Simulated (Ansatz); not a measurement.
# SiPH5O2 (SMILES O[SiH2]OP) at BLYP/6-31G(d) (spherical functions)

What is the electronic atomisation energy of SiPH5O2 at BLYP/6-31G* (spherical functions)? 

Program for the calculation: Ansatz 0.2.0.

84 further runs of the same task are left out: 84 set aside as unsound or not needed.

## Step 1: Starting point

SiPH5O2: 9 atoms, total charge 0, spin state singlet. SMILES: `O[SiH2]OP`. The coordinates come from a PBE0-D4/def2-TZVP relaxation. This is one conformer, not always the lowest.

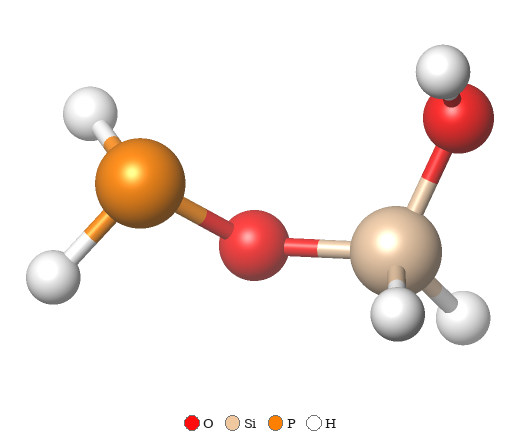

Viewed from a chosen angle; oxygen red, silicon light orange, phosphorus orange, hydrogen white.

## Step 2: A single-point energy at BLYP/6-31G(d) (spherical functions)

in.yaml

```yaml
crystal:
  periodic: [false, false, false]
  atoms:
    - {symbol: O, position_ang: [-0.307900, 1.144300, -1.642900]}
    - {symbol: Si, position_ang: [0.817700, 0.562000, -0.606400]}
    - {symbol: O, position_ang: [0.302400, -0.778100, 0.201800]}
    - {symbol: P, position_ang: [-0.942200, -0.834900, 1.277600]}
    - {symbol: H, position_ang: [-0.998700, 1.706900, -1.290600]}
    - {symbol: H, position_ang: [1.170600, 1.605300, 0.391300]}
    - {symbol: H, position_ang: [1.964500, 0.123500, -1.421100]}
    - {symbol: H, position_ang: [-0.305900, -1.590900, 2.302600]}
    - {symbol: H, position_ang: [-1.612000, -1.984300, 0.770600]}
basis:
  gaussian:
    orbitals: 6-31G_st_-spherical.json
total_charge: 0
magnetization:
  spin_polarized: false
  initial_magnetization: 0
hamiltonian:
  xc: {name: BLYP}
accuracy: high
output:
  orbitals: {seedname: orbitals}
```

The basis set 6-31G* is read from a file made from the Basis Set Exchange's data (not shown).

Launch:

```sh
$ ansatz run in.yaml --threads 1 --pin off --max-ram 3480MiB --events-out events.jsonl --progress --plain --runs-dir runs
```

Standard output:

```text
Warning: RAYON_NUM_THREADS=1 ignored (pool sized by the plan → 1); use --threads N
Functional definition: BLYP
  name "BLYP"
  parameter beta = 0.0042
  parameter a = 0.04918
  parameter b = 0.132
  parameter c = 0.2533
  parameter d = 0.349
  exchange = b88_x(beta = beta)
  correlation = lyp_c(a = a, b = b, c = c, d = d)
1669 factors; integrals over basis functions are off by at most 4.4e-9 eV
mean field evaluation 1: about -21331.0700 eV, gradient 7.6e1 eV
mean field evaluation 2: about -21278.3216 eV, gradient 1.7e2 eV
mean field evaluation 4: about -21340.5749 eV, gradient 1.8e1 eV
mean field evaluation 8: about -21341.1392 eV, gradient 6.4e-1 eV
mean field evaluation 16: about -21341.1404 eV, gradient 6.4e-5 eV
mean field -21341.14037367 eV, -784.2724431877 hartree, gradient 2.7e-8 eV, S^2 0.000000; 0 other end points of the search recorded, 0 dependent functions left out
reference -21341.14043004 eV, -784.2724452595 hartree; 25, 25 occupied and 49, 49 virtual orbitals, 1669 factors
Total energy: -21341.14043004 eV, -784.2724452595 hartree
```

It took 2.5 s on 1 thread of AMD EPYC 9R45 (Zen 5), shared host; peak memory 0.22 GiB.

## Step 3: The H atom at the same level

in.yaml

```yaml
crystal:
  periodic: [false, false, false]
  atoms:
    - symbol: H
      position_ang: [0.000000, 0.000000, 0.000000]
basis:
  gaussian: {orbitals: "6-31G*"}
magnetization: {spin_polarized: true, initial_magnetization: 1}
hamiltonian: {xc: {name: BLYP}}
accuracy: high
```

Launch:

```sh
$ ansatz run in.yaml --threads 1 --pin off --max-ram 3480MiB --events-out events.jsonl --progress --plain --runs-dir runs
```

Standard output (excerpt; [...] marks lines left out):

```text
Warning: RAYON_NUM_THREADS=1 ignored (pool sized by the plan → 1); use --threads N
[... 9 set-up lines as earlier in the session ...]
3 factors; integrals over basis functions are off by at most 5.4e-10 eV
mean field evaluation 1: about -13.4819 eV, gradient 3.0e-1 eV
mean field evaluation 2: about -13.4827 eV, gradient 2.5e-2 eV
mean field evaluation 4: about -13.4818 eV, gradient 4.7e-6 eV
mean field evaluation 8: about -13.4818 eV, gradient 4.2e-8 eV
mean field -13.48175429 eV, -0.4954453319 hartree, gradient 4.2e-8 eV, S^2 0.750000; 0 other end points of the search recorded, 0 dependent functions left out
reference -13.48177882 eV, -0.4954462333 hartree; 1, 0 occupied and 1, 2 virtual orbitals, 3 factors
Total energy: -13.48177882 eV, -0.4954462333 hartree
```

Wall time 0.06 s (1 thread of AMD EPYC 9R45 (Zen 5), shared host).

## Step 4: The O atom, same level

run.yaml

```yaml
crystal:
  periodic: [false, false, false]
  atoms:
    - {symbol: O, position_ang: [0.000000, 0.000000, 0.000000]}
basis:
  gaussian:
    orbitals: 6-31G_st_-spherical.json
magnetization:
  spin_polarized: true
  initial_magnetization: 2
hamiltonian:
  xc: {name: BLYP}
accuracy: high
```

The basis set 6-31G* is read from a file made from the Basis Set Exchange's data (not shown).

Run the same way, it converges to -75.04555 Eh (log not shown).

## Step 5: The P atom, same level

input.yaml

```yaml
crystal:
  periodic: [false, false, false]
  atoms:
    - {symbol: P, position_ang: [0.000000, 0.000000, 0.000000]}
basis:
  gaussian:
    orbitals: 6-31G_st_-spherical.json
magnetization:
  spin_polarized: true
  initial_magnetization: 3
hamiltonian:
  xc: {name: BLYP}
accuracy: high
```

The basis set 6-31G* is read from a file made from the Basis Set Exchange's data (not shown).

Run the same way, it converges to -341.23656 Eh (log not shown).

## Step 6: The Si atom at the same level

job.yaml

```yaml
crystal:
  periodic: [false, false, false]
  atoms:
    - {symbol: Si, position_ang: [0.000000, 0.000000, 0.000000]}
basis:
  gaussian:
    orbitals: 6-31G_st_-spherical.json
accuracy: high
hamiltonian:
  xc: {name: BLYP}
magnetization:
  spin_polarized: true
  initial_magnetization: 2
```

The basis set 6-31G* is read from a file made from the Basis Set Exchange's data (not shown).

Launch:

```sh
$ ansatz run job.yaml --threads 1 --pin off --max-ram 3480MiB --events-out events.jsonl --progress --plain --runs-dir runs
```

Standard output (excerpt; [...] marks lines left out):

```text
Warning: RAYON_NUM_THREADS=1 ignored (pool sized by the plan → 1); use --threads N
[... 9 set-up lines as earlier in the session ...]
141 factors; integrals over basis functions are off by at most 2.6e-9 eV
mean field evaluation 1: about -7873.6080 eV, gradient 2.7e0 eV
mean field evaluation 2: about -7873.6839 eV, gradient 1.4e0 eV
mean field evaluation 4: about -7873.7035 eV, gradient 1.2e-1 eV
mean field evaluation 8: about -7873.7036 eV, gradient 3.6e-5 eV
mean field evaluation 16: about -7873.7036 eV, gradient 4.2e-2 eV
mean field evaluation 32: about -7873.7036 eV, gradient 2.1e-8 eV
mean field -7873.70363731 eV, -289.3532716831 hartree, gradient 2.6e-8 eV, S^2 2.001543; 5 other end points of the search recorded, 0 dependent functions left out
reference -7873.70366594 eV, -289.3532727354 hartree; 8, 6 occupied and 10, 12 virtual orbitals, 141 factors
Total energy: -7873.70366594 eV, -289.3532727354 hartree
```

Run time: 0.56 s. Hardware: 1 thread of AMD EPYC 9R45 (Zen 5), shared host.

## Step 7: Outcome

Level: BLYP/6-31G* (spherical functions).

| quantity | value |
| --- | --- |
| molecule: total energy | -784.27245 Eh |
| molecule: HOMO energy | -5.73 eV |
| molecule: LUMO energy | -0.72 eV |
| molecule: HOMO–LUMO gap | 5.01 eV |
| H atom: total energy | -0.49545 Eh |
| H atom: ⟨S²⟩ | 0.750 |
| O atom: total energy | -75.04555 Eh |
| O atom: ⟨S²⟩ | 2.002 |
| P atom: total energy | -341.23656 Eh |
| P atom: ⟨S²⟩ | 3.750 |
| Si atom: total energy | -289.35327 Eh |
| Si atom: ⟨S²⟩ | 2.002 |
| electronic atomisation energy | 30.321 eV |

Taking the molecule apart into free atoms costs 30.32 eV (2926 kJ/mol), before zero-point energy and without spin-orbit coupling.
